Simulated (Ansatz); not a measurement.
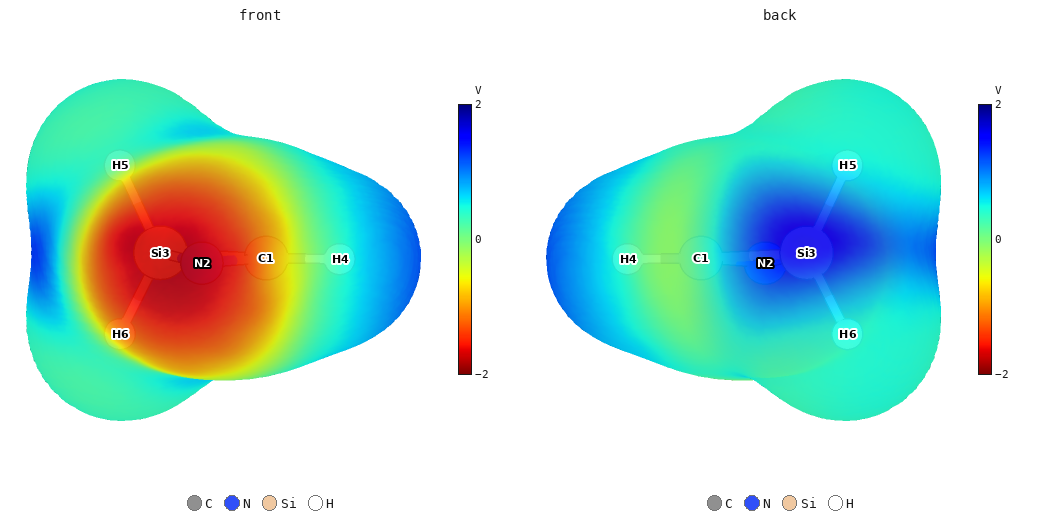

Figure 1: CH₃NSi. The electrostatic potential painted on the density surface at 0.002 e/bohr³, seen from the front and from behind; the colour scale runs from red (negative) to blue (positive).

Method: RKS CAM-B3LYP-D4/cc-pVDZ (Ansatz).

Input file:

```
crystal:
  periodic: [false, false, false]
  atoms:
    - { symbol: C, position_ang: [-0.4118, -0.9813, -0.1186] }
    - { symbol: "N", position_ang: [0.7376, -0.8962, 0.2569] }
    - { symbol: Si, position_ang: [-0.025, 0.742, -0.0281] }
    - { symbol: H, position_ang: [-1.0951, -1.7283, -0.3466] }
    - { symbol: H, position_ang: [0.808, 1.363, -1.1135] }
    - { symbol: H, position_ang: [0.0284, 1.4367, 1.3036] }
basis:
  gaussian: { orbitals: cc-pVDZ }
hamiltonian:
  xc: cam_b3lyp
  dispersion: d4
relax:
  f_tol: 0.02
  max_steps: 50
output:
  orbitals: {}
```

Run with:

```sh
ansatz run input.yaml --threads 1 --pin off --max-ram 2048MiB --backend cpu --events-out ev --progress --plain --runs-dir out
```

The fields are those of the relaxed geometry.

> Which sites attract a positive test charge, and which a negative one?

A positive charge is drawn to the negative regions and a negative charge to the positive ones. The most negative region (about −1.7 V) lies over N2, the most positive (about +1.5 V) over Si3. N2 is the likeliest acceptor of a hydrogen bond.
